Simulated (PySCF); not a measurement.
## A study: FH$_{7}$Si$_{2}$, SMILES `F.[SiH3][SiH3]`

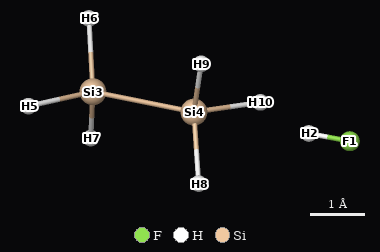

The molecule, with its atoms numbered as below.

Geometry (Å), atoms numbered from 1:

```
F1       3.6535    0.0063    0.0001
H2       2.7186    0.0030   -0.0009
Si3     -2.2040    0.0064    0.0000
Si4      0.0993   -0.0107    0.0000
H5      -2.7400   -0.0023    1.3637
H6      -2.7398    1.1826   -0.6796
H7      -2.7401   -1.1794   -0.6841
H8       0.6952   -1.1242    0.7400
H9       0.6955    1.2027    0.6035
H10      0.6953   -0.0790   -1.3434
```

Part 1: Weak contacts

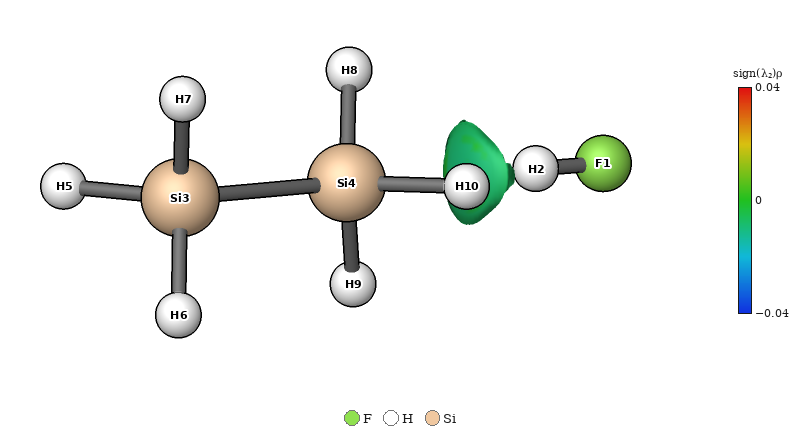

Non-covalent interaction surfaces between the fragments (reduced density gradient s = 0.5, coloured by sign(λ₂)ρ in a.u.; trimmed to the region between the fragments where ρ is under 0.06 a.u.). Fragment A: HF (atoms 1–2); fragment B: Si2H6.

PySCF calculation, BP86/def2-SVPD, gas phase; geometry: GFN2-xTB.

Question: Which interactions hold the two fragments together?

Answer: Bond critical points between the fragments: H2···Si4, 2.62 Å, ρ = 0.009 a.u. It is weak and appears green (van der Waals range). The pose is a local one from a semi-empirical search, not shown to be the most stable.

Question: How strongly are they bound?

Answer: The counterpoise-corrected interaction energy of the frozen fragments is +0.7 kcal/mol without dispersion correction and −0.3 kcal/mol with D3(BJ). The pair geometry is semi-empirical, not a minimum at this level.

Part 2: Binding density

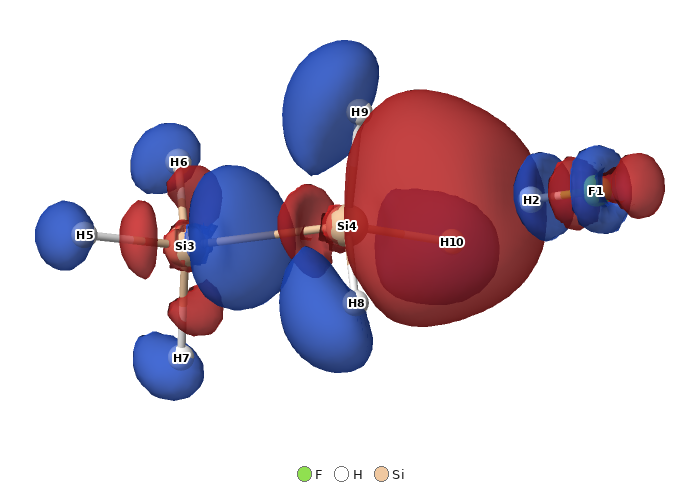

Density of the complex less the densities of the two fragments at the same geometry, ±0.002 e/Å³ (red: gain, blue: loss). Fragment A: HF (atoms 1–2); fragment B: Si2H6.

Question: How is the density rearranged on binding?

Answer: Hirshfeld charges show 0.018 e passing from B to A. By Hirshfeld charges, electrons gather most on Si4 (−0.013 e) and leave Si3 most (+0.013 e); 0.07 e is displaced in all, which induces a dipole of 0.82 D.

Part 3: Excited states

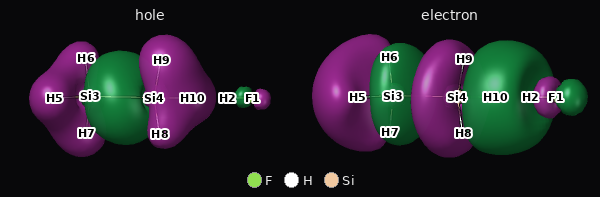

Leading natural transition orbital pair of S₄ (TDA singlet states); the surfaces enclose about 85 % of each orbital's density.

PySCF calculation, ωB97X/def2-SVP, gas phase; geometry: GFN2-xTB. Without diffuse functions Rydberg states are missing, so the states' numbers hold for this basis only.

Question: Where does the state lie, and where do hole and electron sit?

Answer: 9.00 eV (138 nm), f = 0.415 (bright); the leading pair carries 77 %; hole on Si4 (34 %), Si3 (31 %) and H8, H9 and H10 (6 % each), electron on Si4 (32 %), Si3 (28 %) and H2 (10 %) (shares are of the whole state, not of the leading pair alone); their centroids lie 0.5 Å apart; S₃ lies within 0.1 eV of it. In canonical orbitals it is mainly HOMO → LUMO+2 (73 %). The HOMO–LUMO gap is 13.56 eV.
